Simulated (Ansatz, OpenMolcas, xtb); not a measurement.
## InCl (SMILES [Cl][In]): the vertical ionisation energy, rung by rung

InCl: 2 atoms, total charge 0, spin state singlet. SMILES: `[Cl][In]`. The shape is that of a PBE0-D4/def2-TZVP optimisation.

```csv
atom,x (Å),y (Å),z (Å)
Cl,0.0000,0.0000,-0.0139
In,0.0000,0.0000,2.3996
```

Each level gives the vertical ionisation energy (to the doublet cation) (eV). The values are calculated.

```
                              level                kind     program  value (eV)  CPU time (all runs)
                           GFN2-xTB      semi-empirical         xtb       14.16            under 2 s
    HF/def2-TZVPPD (core potential)        Hartree–Fock  OpenMolcas        8.52                 20 s
 SVWN5/def2-TZVPPD (core potential)                 LDA  OpenMolcas        9.79                 33 s
revPBE/def2-TZVPPD (core potential)                 GGA  OpenMolcas        9.38                 44 s
r2SCAN/def2-TZVPPD (core potential)            meta-GGA  OpenMolcas        9.52                 67 s
M06-2X/def2-TZVPPD (core potential)     hybrid meta-GGA  OpenMolcas        9.39                 66 s
  PBE0/def2-TZVPPD (core potential)       global hybrid  OpenMolcas        9.48                 44 s
                         FCI/STO-3G  exact in the basis      Ansatz        5.48                1.2 s
```

All-electron rows without a relativistic Hamiltonian named are non-relativistic, while core potentials hold scalar relativity, so basis and relativity change together. Spin-orbit coupling, which can split open shells on such heavy atoms by tenths of an eV, is left out. The values span 5.48 to 14.16 eV. The xTB values lack the empirical shift that such differences need. High-level rows in very small sets aren't better than simpler rows in larger ones. CPU times are rough (shared hosts, several kinds of processor): they show what a rung costs within a factor of a few.

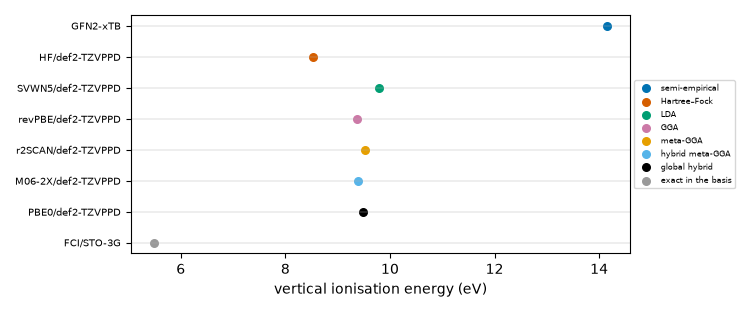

The values of the table, level by level.
